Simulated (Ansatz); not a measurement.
# CoReS4: relaxing a made-up structure

Starting from a made-up structure for CoReS4, the aim is the relaxed cell, its shortest contacts and, where a second run follows, its electronic structure.

Program: Ansatz 0.2.0. Level of theory: DFT, PBE, plane-wave PAW, files of the set soft_1, scalar-relativistic, ferromagnetic start, cell and ions relaxed at zero pressure; PAW set soft_1. Results are calculated unless marked as measured.

### Step 1. Starting point

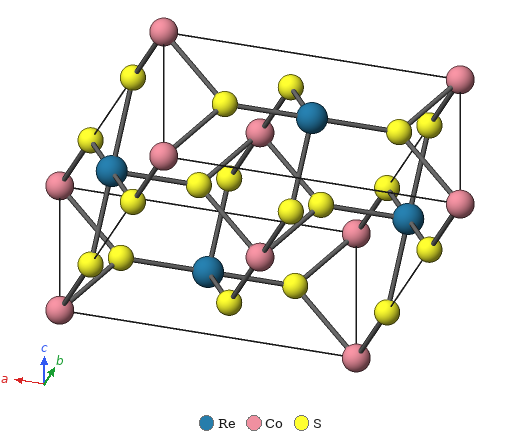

The starting structure, seen from a free direction (rhenium blue, cobalt pink, sulfur yellow). This picture shows the conventional cell, with its axes. Some periodic images of atoms are drawn too.

### Step 2. Relaxing cell and atoms

The guessed cell has no reason to be at equilibrium. It is relaxed with the atoms, within the space group of the guess.

input.yaml

```yaml
crystal:
  lattice:
    - [3.916, -4.1605, 0.0]
    - [3.916, 4.1605, 0.0]
    - [0.0, 0.0, 3.573]
  atoms:
    - { symbol: Re, position: [0.5, 0.5, 0.5], spin: 1.0 }
    - { symbol: Co, position: [0.0, 0.0, 0.0], spin: 2.0 }
    - { symbol: S, position: [0.7939, 0.7939, 0.5] }
    - { symbol: S, position: [0.2965, 0.7035, 0.0] }
    - { symbol: S, position: [0.2061, 0.2061, 0.5] }
    - { symbol: S, position: [0.7035, 0.2965, 0.0] }
magnetization:
  spin_polarized: true
kpoints:
  mp_grid: { grid: [5, 5, 8] }
scf:
  occupations: { method: fermi_dirac, width: 0.05 }
hamiltonian:
  xc: pbe
  pseudopotentials: { kind: paw, azcp: { folder: soft_1 } }
relax:
  f_tol: 0.015
  max_steps: 70
  cell: {}
output:
  forces: true
  stress: true
```

Launch:

```sh
$ ansatz run input.yaml --threads 4 --pin off --max-ram 10240MiB --backend cpu --events-out ev --progress --plain --runs-dir out
```

Numbers of over 12 decimals in the logs are rounded to 6 here.

The log of the run:

```text
Engine: ansatz 0.2.0, x86_64-unknown-linux-gnu
Pseudopotentials: kind: paw
Pseudopotential: Re, paw, valence charge 15, recommended cutoff 420 eV (normal), soft_1/Re.paw.azcp
Pseudopotential: Co, paw, valence charge 17, recommended cutoff 420 eV (normal), soft_1/Co.paw.azcp
Pseudopotential: S, paw, valence charge 6, recommended cutoff 420 eV (normal), soft_1/S.paw.azcp
Functional definition: PBE
  parameter kappa = 0.804
  parameter beta = 0.066725
  exchange = pbe_x(kappa = kappa, mu = beta*pi^2/3)
  correlation = pbe_c(beta = beta)
Crystal: 6 atoms, lattice volume = 116.426 Å³
Basis set: ecut = 420 eV, 2271 PW (Γ), exchange–correlation on 80×80×48 points (8 copies of the dense FFT grid, shifted against one another)
Bands: 36, of which v1, the nominal top of the filled ones, is band 28 counted from 1 (27 counted from 0)
Symmetry: 8 space group operations
Space group: Cmmm (ITA 65), of the structure as read, at distance tolerance 4.9e-5 Å
Magnetic group: BNS 65.481 (UNI 579), of the structure as read, at distance tolerance 4.9e-5 Å
k-points: 45 of 200
Non-local potential: Re, projectors of the file, l = 0: 3, l = 1: 2, l = 2: 2, l = 3: 1
Non-local potential: Co, projectors of the file, l = 0: 3, l = 1: 2, l = 2: 3, l = 3: 1
Non-local potential: S, projectors of the file, l = 0: 2, l = 1: 2, l = 2: 1
PAW form: soft (Blöchl's): semilocal exchange-correlation on the pseudo side does not see the compensation charge
PAW one-centre angular grid: Re, 590 points (default); XC on 64 Gauss nodes
PAW one-centre angular grid: Co, 590 points (default); XC on 64 Gauss nodes
PAW one-centre angular grid: S, 110 points (default); XC on 64 Gauss nodes
Initial density: superposition of atomic densities (chi_scale 0.1, normalization cell, long waves kept (reshape's long-wave potential 0.00 eV rms))
Starting moments: Σ|m| = 3 μB on 2 of 6 sites
Initial wavefunctions: pseudopotential atomic-orbital guess
Functional: x = pbe(κ = 0.804, μ = 0.219515), c = pbe(β = 0.066725)
iter 1 solved again at ethr=1.96e-3 eV; its pass at ethr=3.10e-3 eV (dr2=1.10e0 eV) is discarded
SCF iter   1: F=—  HF=-19603.254954 eV  |F-HF|=—  |Δ(HF+E_count)|=         —  Δρ=2.03e-2 (↑2.03e-2 ↓1.89e-2)  dr2=1.10e0  dr2_m=7.72e-2  M=2.677 μB ∫|m|=2.776 μB  β_m=0.30  ethr=1.96e-3  ⟨swp⟩=1.0  Hψ=19282  notcnv=0
Mixer restart at iter 1: flushing history
preconditioner: auto → Kerker (q_TF=auto, 2.415 Å⁻¹)  [metal: Δε(μ)=0.004 eV  Ē_g=7.714 eV  σ=0.050 eV  W_gap=0.02  n_scr=34 (ndim 8)  ℏωp=21.8 eV  f_vac=0.000  D(μ)=6.86/eV (n_scr^D=66)]
spin=Collinear: Kerker preconditioning applied to the charge; magnetization (m = ρ↑ − ρ↓) channel mixes plain (no charge-response kernel on spin).
SCF iter   2: F=—  HF=-19603.423445 eV  |F-HF|=—  |Δ(HF+E_count)|=   1.68e-1  Δρ=1.68e-2 (↑1.50e-2 ↓1.68e-2)  dr2=8.42e-1  dr2_m=4.52e-2  M=2.579 μB ∫|m|=2.695 μB  β_m=0.65  ethr=1.96e-3  ⟨swp⟩=2.0  Hψ=3715  notcnv=0
SCF iter   3: F=—  HF=-19603.995424 eV  |F-HF|=—  |Δ(HF+E_count)|=   5.72e-1  Δρ=9.97e-3 (↑9.97e-3 ↓8.36e-3)  dr2=1.59e-1  dr2_m=5.37e-2  M=2.332 μB ∫|m|=2.504 μB  β_m=0.79  ethr=1.50e-3  ⟨swp⟩=3.5  Hψ=6553  notcnv=0  defer=11
SCF iter   4: F=—  HF=-19604.106251 eV  |F-HF|=—  |Δ(HF+E_count)|=         —  Δρ=3.02e-2 (↑6.03e-3 ↓3.02e-2)  dr2=8.41e-1  dr2_m=3.18e-1  M=1.767 μB ∫|m|=1.936 μB  β_m=0.79  ethr=2.83e-4  ⟨swp⟩=2.8  Hψ=7249  notcnv=0  defer=68
Mixer restart at iter 4: flushing history
SCF iter   5: F=—  HF=-19604.296663 eV  |F-HF|=—  |Δ(HF+E_count)|=   1.90e-1  Δρ=3.66e-2 (↑3.66e-2 ↓1.45e-2)  dr2=1.83e0  dr2_m=1.46e-1  M=1.537 μB ∫|m|=1.733 μB  β_m=0.65  ethr=2.83e-4  ⟨swp⟩=4.2  Hψ=8022  notcnv=0  defer=71
SCF iter   6: F=—  HF=-19604.069757 eV  |F-HF|=—  |Δ(HF+E_count)|=   2.27e-1  Δρ=1.22e-2 (↑2.50e-3 ↓1.22e-2)  dr2=1.86e-1  dr2_m=3.99e-2  M=1.565 μB ∫|m|=1.727 μB  β_m=0.67  ethr=2.83e-4  ⟨swp⟩=3.7  Hψ=8420  notcnv=0  defer=62
SCF iter   7: F=—  HF=-19604.048097 eV  |F-HF|=—  |Δ(HF+E_count)|=   2.17e-2  Δρ=2.51e-3 (↑1.95e-3 ↓2.51e-3)  dr2=4.47e-3  dr2_m=4.83e-3  M=1.457 μB ∫|m|=1.633 μB  β_m=0.84  ethr=2.83e-4  ⟨swp⟩=2.4  Hψ=4926  notcnv=0  defer=63
SCF iter   8: F=—  HF=-19604.054051 eV  |F-HF|=—  |Δ(HF+E_count)|=   5.95e-3  Δρ=3.08e-3 (↑3.08e-3 ↓2.67e-3)  dr2=3.94e-3  dr2_m=8.00e-3  M=1.316 μB ∫|m|=1.625 μB  β_m=0.84  ethr=7.99e-6  ⟨swp⟩=2.0  Hψ=5348  notcnv=0  defer=63
SCF iter   9: F=-19604.072796 eV  HF=-19604.078264 eV  |F-HF|=5.47e-3  |Δ(HF+E_count)|=   2.42e-2  Δρ=5.43e-3 (↑5.26e-3 ↓5.43e-3)  dr2=5.71e-3  dr2_m=2.86e-2  M=1.049 μB ∫|m|=2.052 μB  β_m=0.75  ethr=7.03e-6  ⟨swp⟩=2.5  Hψ=6452  notcnv=0  defer=64
SCF iter  10: F=-19604.080952 eV  HF=-19604.086559 eV  |F-HF|=5.61e-3  |Δ(HF+E_count)|=   8.30e-3  Δρ=2.97e-3 (↑1.63e-3 ↓2.97e-3)  dr2=6.40e-3  dr2_m=4.38e-3  M=0.920 μB ∫|m|=2.426 μB  β_m=0.83  ethr=7.03e-6  ⟨swp⟩=3.0  Hψ=7954  notcnv=0  defer=63
SCF iter  11: F=-19604.082835 eV  HF=-19604.084984 eV  |F-HF|=2.15e-3  |Δ(HF+E_count)|=   1.58e-3  Δρ=3.82e-3 (↑2.78e-3 ↓3.82e-3)  dr2=1.81e-3  dr2_m=1.14e-2  M=0.979 μB ∫|m|=2.269 μB  β_m=0.37  ethr=7.03e-6  ⟨swp⟩=2.5  Hψ=6826  notcnv=0  defer=61
[...]
at 2 of the mixer's solves, the last at iteration 9, it left a direction of its history that read negative out of its fit and stepped the other way along it
SCF 1 converged in 22 iterations: F = -19604.086159 eV  dr2 = 4.75e-8
  greatest PAW one-centre occupation: 1.001 electrons in one spin orbital (limit 2), on the Co atom at site 1 (counted from 0), in its partial waves of l = 1
relax step   1: F+E_penalty+E_count = -19604.08615885 eV  Δ(F+E_penalty+E_count) = +0.000e0 eV  max|allowed force component| = 1.256e0 eV/Å  Δτ_max = 0.0000 Å  P = -9.947 GPa  Ω = 116.426 Å³  (22 SCF iters, dr2 threshold 1.00e-7 eV, accepted)
[... from here on, the SCF cycles and remarks between the steps are left out ...]
relax step   2: F+E_penalty+E_count = -19604.70282795 eV  Δ(F+E_penalty+E_count) = -6.167e-1 eV  max|allowed force component| = 1.183e0 eV/Å  Δτ_max = 0.0665 Å  P = -2.880 GPa  Ω = 106.071 Å³  energy of the carried Pulay correction = +2.710e-3 eV  (13 SCF iters, dr2 threshold 6.00e-7 eV, accepted)
relax step   3: F+E_penalty+E_count = -19604.70837323 eV  Δ(F+E_penalty+E_count) = -5.545e-3 eV  max|allowed force component| = 1.203e0 eV/Å  Δτ_max = 0.1221 Å  P = +5.927 GPa  Ω = 96.340 Å³  energy of the carried Pulay correction = +5.497e-3 eV  (11 SCF iters, dr2 threshold 6.00e-7 eV, accepted)
relax step   4: F+E_penalty+E_count = -19604.87540208 eV  Δ(F+E_penalty+E_count) = -1.670e-1 eV  max|allowed force component| = 1.215e-1 eV/Å  Δτ_max = 0.0609 Å  P = -1.283 GPa  Ω = 102.431 Å³  energy of the carried Pulay correction = +3.723e-3 eV  (14 SCF iters, dr2 threshold 6.00e-7 eV, accepted)
relax step   5: F+E_penalty+E_count = -19604.88443599 eV  Δ(F+E_penalty+E_count) = -9.034e-3 eV  max|allowed force component| = 3.230e-2 eV/Å  Δτ_max = 0.0104 Å  P = +0.007 GPa  Ω = 101.104 Å³  energy of the carried Pulay correction = +4.101e-3 eV  (14 SCF iters, dr2 threshold 6.00e-7 eV, accepted)
relax step   6: F+E_penalty+E_count = -19604.88477436 eV  Δ(F+E_penalty+E_count) = -3.384e-4 eV  max|allowed force component| = 5.949e-3 eV/Å  Δτ_max = 0.0013 Å  P = +0.030 GPa  Ω = 101.072 Å³  energy of the carried Pulay correction = +4.110e-3 eV  (11 SCF iters, dr2 threshold 1.54e-7 eV, accepted)
relax step   7: F+E_penalty+E_count = -19604.88482479 eV  Δ(F+E_penalty+E_count) = -5.043e-5 eV  max|allowed force component| = 1.713e-3 eV/Å  Δτ_max = 0.0005 Å  P = -0.003 GPa  Ω = 101.090 Å³  energy of the carried Pulay correction = +4.105e-3 eV  (11 SCF iters, dr2 threshold 2.08e-8 eV, accepted)
relax step   8: F+E_penalty+E_count = -19604.88087316 eV  Δ(F+E_penalty+E_count) = +3.952e-3 eV  max|allowed force component| = 1.385e-3 eV/Å  Δτ_max = 0.0000 Å  P = -0.006 GPa  Ω = 101.090 Å³  stress off target by 1.60e-2 GPa  SCF on the basis re-selected at this cell (its energy is not comparable with the rows above)  (17 SCF iters)
basis re-selected at this cell: Δ(F+E_penalty+E_count) = +3.952e-3 eV, ΔP = -0.004 GPa vs the last step (what re-selecting the basis moved, of the pressure what is left beyond the Pulay correction that the steps carried, after the strain that the cell walked since its last selection, with what the two solves' SCF thresholds leave and, on support functions, any second-order correction that the steps lacked; it is no measure of the basis error at this ecutwfc). The dense FFT grid was sized anew with the basis: this SCF ran on 36×36×24 points, the steps before it on 40×40×24, so part of this shift can come from that change (see relax.cell in the input reference). [rest of the remark cut]
SCF converged after 17 iterations
Magnetization: -0.2528 μB (27.8736 up, 28.1264 down)
Absolute magnetization: 0.6426 μB (∫|ρ↑−ρ↓|, with the PAW one-centre terms)
Spin contamination: 0.1270 ħ² per cell (⟨S²⟩ above its minimum at these occupations)
Per-site moments (μB) at R_I (Å): [(-0.275251, 0.959841), (0.144349, 0.931351), (0.010139, 0.931351), (-0.00779386, 0.935802), (0.010139, 0.931351), (-0.00779386, 0.935802)]
Free energy (F): -19604.880873 eV
Harris-Foulkes:  -19604.880873 eV  (|F-HF|=5.46e-11)
Internal energy: -19604.837034 eV  (E = F + TS)
E sigma→0 (E₀):  -19604.858953 eV
Entropy (-TS):   -0.043840 eV (-7.307 meV/atom)
Fermi energy:    10.429024 eV
--- Per-component energies (eV) ---
  E_band       = -581.835614
  E_kinetic    = 1238.875173
  E_local      = -6051.502242  (includes V_loc(G=0)·N_el)
  E_nonlocal   = 652.007152
  E_hartree    = 2531.033016
  E_xc         = -803.158506
  E_vxc        = -738.233060  (∫ρ·V_xc dr)
  E_paw        = -12710.382195  (= ΣΔE_a)
  E_vpaw       = -745.049155  (= ΣTr[D̂ρ^β])
  E_aug_tail   = 0.000025  (compensation charges beyond the density's cutoff)
  E_ewald      = -4461.709457
  E_smearing   = -0.043840  (= −TS)
  E_closure    = 0.000000  (closes the sum)
  Σ components = -19604.880873   (vs F -19604.880873, Δ=0.00e0)
--- Forces (eV/Å), atoms counted from 1 ---
  atom   1  Re    -0.00000000    -0.00000000     0.00000000
  atom   2  Co     0.00000000     0.00000000     0.00000000
  atom   3  S      0.00029823    -0.00000000     0.00000000
  atom   4  S     -0.00000000    -0.00138527     0.00000000
  atom   5  S     -0.00029823     0.00000000     0.00000000
  atom   6  S      0.00000000     0.00138527     0.00000000
  max |Σ_I F_I| component: 2.17e-19 eV/Å
--- Stress (GPa, compression-positive) ---
        0.000337      -0.000000       0.000000
       -0.000000      -0.015971      -0.000000
        0.000000      -0.000000      -0.003740
  P = ⅓ Tr σ = -0.0065 GPa (-0.065 kbar)
--- Relaxed structure (7 steps of the walk, 7 accepted, 1 SCFs on fresh bases) ---
  F+E_penalty+E_count = -19604.88087316 eV   max|allowed force component| = 1.385e-3 eV/Å   (the final SCF, on the basis selected at the relaxed cell)
  cell:  # Å, volume = 101.0895 Å³
    - [3.735183, -3.833919, 0.0]
    - [3.735183, 3.833919, 0.0]
    - [0.0, 0.0, 3.529567]
  atoms:
    - { symbol: Re, position: [0.5, 0.5, 0.5] }
    - { symbol: Co, position: [1.013965813313658e-18, 4.58031518244377e-19, 0.0] }
    - { symbol: S, position: [0.811482, 0.811482, 0.5] }
    - { symbol: S, position: [0.295861, 0.704139, 0.0] }
    - { symbol: S, position: [0.188518, 0.188518, 0.5] }
    - { symbol: S, position: [0.704139, 0.295861, 0.0] }
```

It took 51 s on 4 threads of Intel Xeon at 2.60GHz (Ice Lake), shared host; peak memory 0.7 GiB; 3.1 min of CPU time.

Step by step:

```csv
step,energy less that of the first step (eV),largest force component (eV/Å),pressure (GPa),volume (Å³)
1,0.0000,1.2559,-9.95,116.43
2,-0.6167,1.1829,-2.88,106.07
3,-0.6222,1.2031,5.93,96.34
4,-0.7892,0.1215,-1.28,102.43
5,-0.7983,0.0323,0.01,101.10
6,-0.7986,0.0059,0.03,101.07
7,-0.7987,0.0017,0.00,101.09
8*,-0.7947,0.0014,-0.01,101.09
```

Relaxation steps marked * repeat the geometry before them on a plane-wave basis chosen anew for their cell, so energy and pressure can jump there.

The run keeps the 8 symmetry operations that it works with, so distortions that break them were not tested.

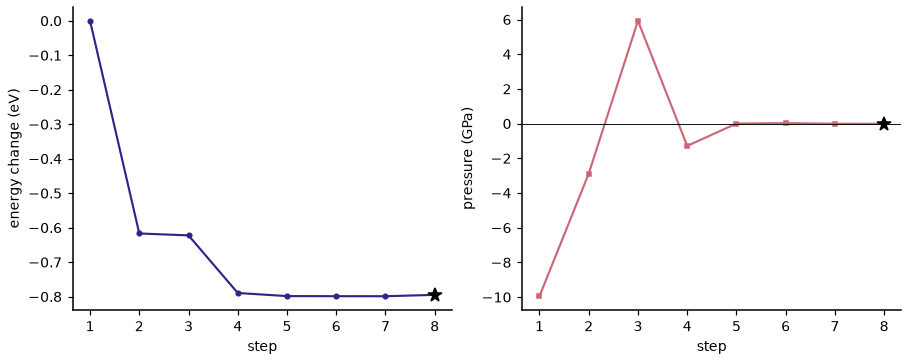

Energy and pressure along the relaxation. Stars mark steps on a basis chosen anew.

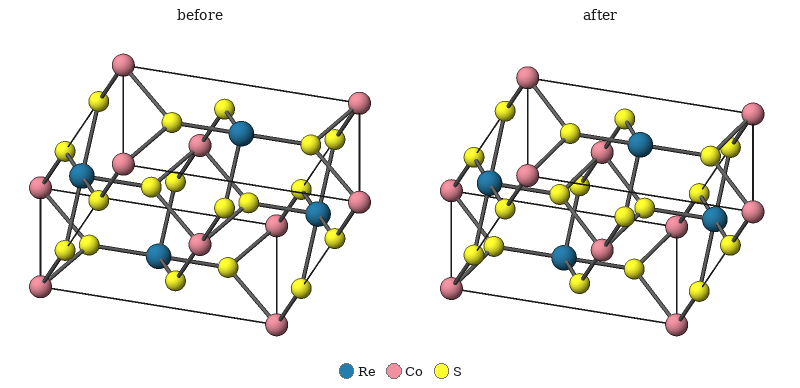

Before and after, at one scale.

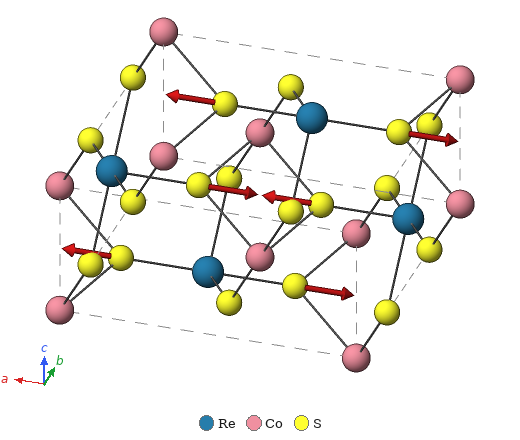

Displacements in the relaxation, exaggerated, measured against the changing cell; the longest in the cell stands for 0.13 Å. Some periodic images of atoms are drawn too.

```csv
"conventional cell, symmetrised",before,after,change
a (Å),7.832,7.470,-4.6 %
b (Å),8.321,7.668,-7.8 %
c (Å),3.573,3.530,-1.2 %
volume (Å³/atom),19.40,16.85,-13.2 %
```

The atoms that moved most (Å, as changes of fractional coordinates times the final cell):

```csv
atom,dx,dy,dz,length
S5,-0.131,0.000,0.000,0.131
S3,0.131,0.000,0.000,0.131
```

Final coordinates:

```cif
data_structure
_symmetry_space_group_name_H-M 'P 1'
_symmetry_Int_Tables_number 1
_cell_length_a 5.3526
_cell_length_b 5.3526
_cell_length_c 3.5296
_cell_angle_alpha 90.000
_cell_angle_beta 90.000
_cell_angle_gamma 91.495
_cell_volume 101.09
loop_
_atom_site_label
_atom_site_type_symbol
_atom_site_fract_x
_atom_site_fract_y
_atom_site_fract_z
_atom_site_occupancy
Re1 Re 0.50000 0.50000 0.50000 1
Co2 Co 0.00000 0.00000 0.00000 1
S3 S 0.81148 0.81148 0.50000 1
S4 S 0.29586 0.70414 0.00000 1
S5 S 0.18852 0.18852 0.50000 1
S6 S 0.70414 0.29586 0.00000 1
```

Numbers from this step:

* free energy: -19604.8809 eV
* energy at zero smearing: -19604.8590 eV
* smearing term TS: 0.04384 eV
* Fermi energy: 10.43 eV
* magnetization: -0.2528 μB
* absolute magnetization: 0.6426 μB
* site moments: -0.2753, 0.1443, 0.01014, -0.007794, 0.01014, -0.007794 μB
* electrons: 56
* symmetry operations: 8
* pressure: -0.006458 GPa

Site moment by atom:

```csv
atom,site moment (μB)
Re1,-0.275
Co2,0.144
S3,0.010
S4,-0.008
S5,0.010
S6,-0.008
```

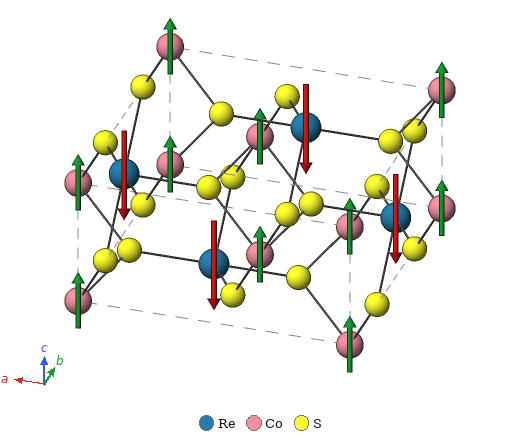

Site moment as arrows, the longest 0.275 μB. Up and down stand for the sign. Arrows give size and sign along the axis of quantisation, drawn up and down the page. The two directions have two colours. Some periodic images of atoms are drawn too.

Shortest distances by pair of elements, guess and relaxed (not always the same contact):

```csv
pair,guess (Å),relaxed (Å)
Co–S,2.408,2.258
Re–S,2.302,2.327
S–S,3.228,2.817
Re–Re,3.573,3.530
Co–Co,3.573,3.530
```

The relaxation ends with a largest force component of 0.0014 eV/Å and a pressure of -0.01 GPa.

### Step 3. What came out

```yaml
space_group_relaxed: Cmmm
conventional_cell: a = 7.470, b = 7.668, c = 3.530 Å; α = 90.0°, β = 90.0°, γ = 90.0°
volume_per_atom: 16.85 Å³ (guess 19.40)
total_moment: 0.25 μB in the cell of 6 atoms
```

CoReS4 relaxes to Cmmm with a = 7.470, b = 7.668 and c = 3.530 Å. The guessed volume was 15 % too large. The space group Cmmm was held in the relaxation, so the end point is a stationary structure within it and may be a saddle against distortions or other arrangements. The input starts from parallel moments, and no other start was typed. Mesh and cutoff weren't tested. Spin-orbit coupling is left out, which can matter for elements this heavy. No dispersion term is used, so weakly bound directions may come out too long. Nothing here tests whether the compound is stable against decomposition.

[Logs are printed without paths, hosts, clocks, repeated set-up lines and the standing remarks that a program may print on its own settings, such as how far it seeks lower states.]

[Hosts, paths, dates, database ids (printed as entryN), source tags and the programs' standing remarks are cut or masked in the printed files.]
